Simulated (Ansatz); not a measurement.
# BeBi3 (built on the sites of a database entry of SrBi3): phonons and vibrational spectra, part 2 of 2

Aim: the vibrations of BeBi3 (built on the sites of a database entry of SrBi3), their spectra, and whether the structure is stable.

Ansatz 0.2.0; DFT PBEsol, scalar-relativistic, plane waves, norm-conserving pseudopotentials.

So far. Step 4 (Relaxing to small forces for the phonons): The forces vanish by symmetry and the pressure is 0.000 GPa, within the tolerances set. The cell now holds 26.47 Å³/atom. Step 5 (Modes at Γ): Before it was imposed, the acoustic sum rule was missed by 5.2e-5 eV/Å². Small misses are needed for a sound result but don't prove that mesh and cutoff are converged. The lowest optical mode is imaginary, 157.9i cm⁻¹, so the energy falls along it. The relaxed cell has a = 4.731 Å (conventional setting).

The structure was built from a prototype and need not be the compound's stable phase.

### Step 6. Phonons on a q mesh

Stability and thermal properties need the whole zone. Linear response on a 2×2×2 q mesh gives force constants as far as a supercell of that size would.

Input file input.yaml:

```yaml
crystal:
  lattice:
    - [4.7310176949, 0.0, 0.0]
    - [0.0, 4.7310176949, 0.0]
    - [0.0, 0.0, 4.7310176949]
  atoms:
    - { symbol: Be, position: [0.0, 0.0, 0.0] }
    - { symbol: Bi, position: [0.5, 0.5, 0.0] }
    - { symbol: Bi, position: [0.5, 0.0, 0.5] }
    - { symbol: Bi, position: [0.0, 0.5, 0.5] }
kpoints:
  mp_grid: { grid: [10, 10, 10] }
hamiltonian:
  xc: pbesol
  pseudopotentials: { kind: nc }
scf:
  occupations: { method: methfessel_paxton, width: 0.2 }
output:
  eigenvalues: true
phonons:
  method: dfpt
  qmesh: [2, 2, 2]
  temperatures: { t_max: 1000, t_step: 50 }
  qpath:
    path:
      - [[0.0, 0.0, 0.0], [0.0, 0.5, 0.0], [0.5, 0.5, 0.0], [0.0, 0.0, 0.0], [0.5, 0.5, 0.5], [0.0, 0.5, 0.0]]
      - [[0.5, 0.5, 0.5], [0.5, 0.5, 0.0]]
    npoints: 10
```

On the command line:

```bash
$ ansatz run input.yaml --threads 8 --pin off --max-ram 14336MiB --backend cpu --events-out ev --progress --plain --runs-dir out
```

Numbers of over 12 decimals in the logs are rounded to 6 here.

Output:

```text
[...]
Crystal: 4 atoms, lattice volume = 105.892 Å³
Basis set: ecut = 1197.300995 eV, 9939 PW (Γ), exchange–correlation on 108×108×108 points (8 copies of the dense FFT grid, shifted against one another)
Bands: 30, of which v1, the nominal top of the filled ones, is band 25 counted from 1 (24 counted from 0)
Symmetry: 48 space group operations
k-points: 56 of 1000
[...]
SCF iter   1: F=—  HF=-7043.575623 eV  |F-HF|=—  |Δ(HF+E_count)|=         —  Δρ=1.27e-2  dr2=4.73e-1  ethr=3.10e-3  ⟨swp⟩=6.1  Hψ=7014  notcnv=0
[...]
SCF iter  10: F=-7043.462977 eV  HF=-7043.462977 eV  |F-HF|=1.82e-12  |Δ(HF+E_count)|=  9.09e-13  S|Δr|=    0.00e0  Δρ=4.44e-8  dr2=1.52e-12  ethr=1.00e-12  ⟨swp⟩=9.2  Hψ=9427  notcnv=0
SCF 1 converged in 10 iterations: F = -7043.462977 eV  dr2 = 1.52e-12
phonons: the bands overlap, so this run is a metal and interpolates without the dipole-dipole term. If the crystal is really an insulator or semiconductor, its LO-TO splitting is missing
NSCF: frozen V_eff on 56 k-points
WARN: eigensolver did not converge (k=0): 1 band(s) unlocked after 20 sweeps at ethr=2.33e-12 eV (storage-precision floor; scheduled 1.00e-12 eV) (lowest unlocked band 29, counted from 0; max residual 2.54e-5 eV among the unlocked bands, 2.54e-5 eV over every band; other slots of this pass that fall short are told together in one closing line; warning suppressed until the next SCF loop or pass starts)
WARN: eigensolver did not converge in 7 slots of this pass, the one above among them; of largest residual over every band (k=6): 1 band(s) unlocked (lowest unlocked band 29, counted from 0; max residual 8.15e-4 eV among the unlocked bands, 8.15e-4 eV over every band); of lowest unlocked band (k=0): band 29
[...]
DFPT response loops at q = (0, 0, 0) (fractional): preconditioner auto → Kerker (q_TF=auto, 2.399 Å⁻¹) (partly filled bands, converged f_vac=0.000); β = 1.00, the filter's whole step (`scf.mixing.beta` (0.50) is not read by the response loops under this deck's `scf.mixing.preconditioner`; to damp them name `kerker` or `kerker_dos`, under which they read `scf.mixing.beta`, and type it under 1.00, their step now; both keys bind the ground state too); Broyden in place of MSR1
[...]
SCF converged after 10 iterations
[...]
Free energy (F): -7043.462977 eV
[...]
Internal energy: -7043.464368 eV  (E = F + TS)
E sigma→0 (E₀):  -7043.463325 eV
Entropy (-TS):   0.001391 eV (0.348 meV/atom)
Fermi energy:    11.049878 eV
[...]
--- Band table (eV; the first three rows and the last of 56) ---
  k-point 0: bands = [... 21 lower, 6.8193, 9.4021, 12.1613, 12.1613, 12.1613, 12.9549, 12.9549, 12.9549, ... 1 higher]
  k-point 1: bands = [... 21 lower, 6.9535, 9.6119, 11.8862, 11.9841, 11.9841, 12.6476, 12.8794, 12.8794, ... 1 higher]
  k-point 2: bands = [... 21 lower, 7.2531, 10.2031, 11.3215, 11.3755, 11.3755, 12.0333, 12.9622, 12.9622, ... 1 higher]
  k-point 55: bands = [... 21 lower, 6.2477, 6.2477, 8.6729, 15.4345, 15.4345, 15.9588, 15.9588, 15.9588, ... 1 higher]
--- Phonons (Γ-DFPT): 3 representative perturbations + reference (Σ response iterations 9) ---
  ASR residual: 6.348e-5 → 0.000e0 eV/Å²; symmetrization residual: 1.991e-6 eV/Å²
  ASR residual per site (eV/Å²): 1.36e-5 6.35e-5 6.35e-5 6.35e-5
[...]
--- Phonons (arbitrary-q DFPT): 4 irreducible q on the 2×2×2 mesh ---
  q = [0.0000, 0.0000, 0.0000] (star 1, of the zone-centre solve; hermiticity 1.06e-6, symmetrization 6.11e-14): -157.87 -157.87 -157.87 -36.53 -36.53 -36.53 -0.00 0.00 0.00 87.79 87.79 87.79
  q = [0.0000, 0.0000, -0.5000] (star 3, 7 solved perturbations in 1332 linear systems a pass and spin channel, the states on 216 of 1000 k-point pairs; hermiticity 4.53e-7, symmetrization 7.42e-13, the responses' own estimated error 1.7e-5 eV/Å²): -130.97 -130.97 -68.81 -16.22 -16.22 37.37 38.12 38.12 60.75 82.87 82.87 91.72
[...]
sum rule: each row above includes the acoustic sum rule's correction from the zone centre's row sums; it moved no ω² by more than (0.64 cm⁻¹)²
  mesh force constants: q→R imaginary residual 1.07e-18; ASR residual 6.348e-5 → 0.000e0 eV/Å²; symmetrization residual 1.554e-15 eV/Å²
  interpolated dispersion: 62 rows × 12 modes
  density of states and harmonic sums: on the 14×14×14 q-mesh, interpolated from the force constants of a 2×2×2 supercell (no non-analytic term)
  largest difference from the sums on the solved wave vectors: F 2.40e-2 eV, S 2.83e-5 and C_V 2.82e-6 eV/K
  zero-point energy: 0.023962 eV/cell   skipped modes (ω ≤ 0): 639, of them read as no rigid motion or as one in doubt: 636 (5.282e0 modes/cell left out, lowest -157.87 cm⁻¹)   left out of the sums: 4.40e-1 of the cell's modes: C_V's classical limit lies that fraction below 3 k_B per atom; for a crystal, a wire or a layer, F and S can be off by more, and a phonons.interpolated_qmesh denser along its periods is the remedy for the sampling
```

It took 10 min on 8 threads of Arm Neoverse V2, shared host; peak memory 6.2 GiB.

This step gave:

- sum-rule residual before enforcement: 6.35e-5 eV/Å²
- lowest frequency on the path: -157.9 cm⁻¹
- highest frequency on the path or at a solved wavevector: 108.9 cm⁻¹
- lowest mode on the q mesh (acoustic modes at Γ apart): -157.9 cm⁻¹

Frequencies (cm⁻¹) solved at each irreducible wavevector; negative means imaginary. Frequencies by wavevector, by row:

| q in reciprocal lattice units | star | mode 1 | mode 2 | mode 3 | mode 4 | mode 10 | mode 11 | mode 12 |
| --- | --- | --- | --- | --- | --- | --- | --- | --- |
| 0 0 0 | 1 | -157.9 | -157.9 | -157.9 | -36.5 | 87.8 | 87.8 | 87.8 |
| 0 0 -0.5 | 3 | -131 | -131 | -68.8 | -16.2 | 82.9 | 82.9 | 91.7 |
| 0 -0.5 -0.5 | 3 | -116.9 | -116.9 | -105.4 | -39 | 62.1 | 75.3 | 83 |
| -0.5 -0.5 -0.5 | 1 | -144.9 | -144.9 | -144.9 | -49.2 | 67.1 | 67.1 | 108.9 |

Interpolated from a 2×2×2 q mesh. The phonon branches at the labelled points (cm⁻¹):

| point | branch 1 | branch 2 | branch 3 | branch 4 | branch 9 | branch 10 | branch 11 | branch 12 |
| --- | --- | --- | --- | --- | --- | --- | --- | --- |
| Γ | -158 | -158 | -158 | -36 | 0 | 88 | 88 | 88 |
| X | -131 | -131 | -69 | -16 | 61 | 83 | 83 | 92 |
| M | -117 | -117 | -105 | -39 | 48 | 62 | 75 | 83 |
| Γ | -158 | -158 | -158 | -36 | 0 | 88 | 88 | 88 |
| R | -145 | -145 | -145 | -49 | 67 | 67 | 67 | 109 |
| X | -131 | -131 | -69 | -16 | 61 | 83 | 83 | 92 |
| jump to R | -145 | -145 | -145 | -49 | 67 | 67 | 67 | 109 |
| M | -117 | -117 | -105 | -39 | 48 | 62 | 75 | 83 |

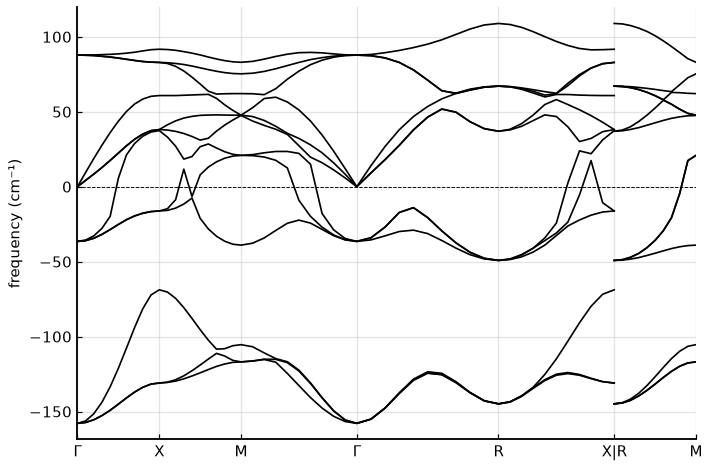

Phonon branches along the path.

The phonon density of states has structure finer than the step of the table below, so its rows give means over 20 cm⁻¹, whole bins alone (the curve runs from -158 to 108 cm⁻¹). Peaks (cm⁻¹: height): -127.5: 0.134, -27.5: 0.0792, 47.5: 0.107, 62.5: 0.160, 92.5: 0.0956.

Tetrahedra on a 14×14×14 mesh, mean over bins of 5 cm-1. Interpolated from a 2×2×2 q mesh. Phonon density of states against wavenumber; means over each step:

| wavenumber (cm⁻¹) | phonon density of states (1/cm⁻¹/cell) |
| --- | --- |
| -140 | 0.0407 |
| -120 | 0.0879 |
| -100 | 0.0153 |
| -80 | 0.00363 |
| -60 | 7.0e-4 |
| -40 | 0.0365 |
| -20 | 0.0640 |
| 0 | 0.0247 |
| 20 | 0.0426 |
| 40 | 0.0716 |
| 60 | 0.101 |
| 80 | 0.0749 |

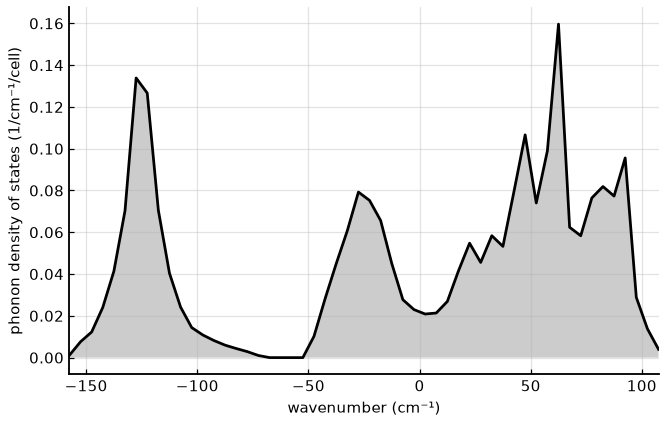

Phonon density of states against wavenumber.

The partial phonon density of states has structure finer than the step of the table below, so its rows give means over 25 cm⁻¹, whole bins alone (the curve runs from -168 to 122 cm⁻¹). Peaks (cm⁻¹: height): Be -126.0: 0.158; Bi -20.4: 0.0800, 45.1: 0.100, 61.5: 0.161, 90.6: 0.107.

Phonopy on the run's constants, 13x13x13 mesh, Gaussian sigma 2.1 cm-1. Interpolated from a 2×2×2 q mesh. Partial phonon density of states against wavenumber; means over each step; values in 1/cm⁻¹/cell:

| wavenumber (cm⁻¹) | Be | Bi |
| --- | --- | --- |
| -150 | 0.0138 | 2.1e-4 |
| -125 | 0.0859 | 0.00104 |
| -100 | 0.0159 | 4.9e-4 |
| -75 | 0.00240 | 1.8e-4 |
| -50 | 3.5e-6 | 0.0128 |
| -25 | 1.1e-4 | 0.0668 |
| 0 | 7.8e-5 | 0.0204 |
| 25 | 5.0e-4 | 0.0502 |
| 50 | 6.6e-4 | 0.0940 |
| 75 | 2.7e-4 | 0.0772 |
| 100 | 3.0e-4 | 0.0365 |

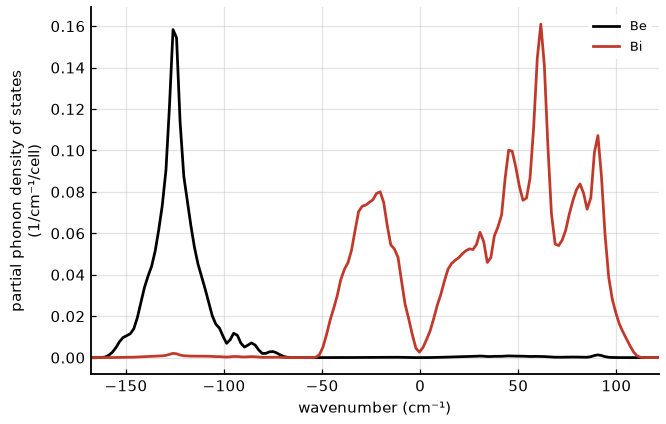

Partial phonon density of states against wavenumber.

Symmetry leaves 4 wavevectors to solve. The lowest mode among them, the acoustic zeros apart, lies at Γ and is imaginary, 157.9i cm⁻¹, so the energy falls along it.

### Step 7. Results

| Property | Result |
| --- | --- |
| space group after relaxation (within 0.01 Å) | Pm-3m |
| volume per atom | 26.5 Å³ |
| electronic character | no gap on this mesh |
| highest optical mode at the zone centre (no LO-TO term) | 87.8 cm⁻¹ |
| lowest optical zone-centre mode | -158 cm⁻¹ |
| lowest mode on the q mesh (acoustic modes at Γ apart) | -158 cm⁻¹ |
| highest frequency on the path or at a solved wavevector | 109 cm⁻¹ |
| imaginary modes on the 2×2×2 q mesh | yes |

**Reading.** Modes are clearly imaginary (beyond 10i cm⁻¹) at 4 of the 4 irreducible wavevectors, most at Γ (157.9i cm⁻¹), so this structure is not a minimum of the energy. The optical modes at Γ span -158 to 88 cm⁻¹ (negative means imaginary). The highest mode in this list at Γ, 87.8 cm⁻¹, is mostly motion of Bi (100 % of the kinetic energy). With no gap, or one that is small against the smearing, the frequencies hang on the k mesh and the smearing, most of all near Kohn anomalies. The phonon runs are without spin polarisation, although the cell has an odd electron count. Spin-orbit coupling is left out, which can matter for the heavy elements here. A phonon run warned that its eigensolver left some bands unconverged in a pass. The starting cell was built on a prototype and not taken from a measurement, so the phase need not exist. These are harmonic frequencies at zero temperature: anharmonic shifts, linewidths and thermal expansion are left out.

[Logs are printed without paths, hosts, clocks, repeated set-up lines and the standing remarks that a program may print on its own settings, such as how far it seeks lower states.]

[Hosts, paths, dates, database ids (printed as entryN), source tags and the programs' standing remarks are cut or masked in the printed files.]
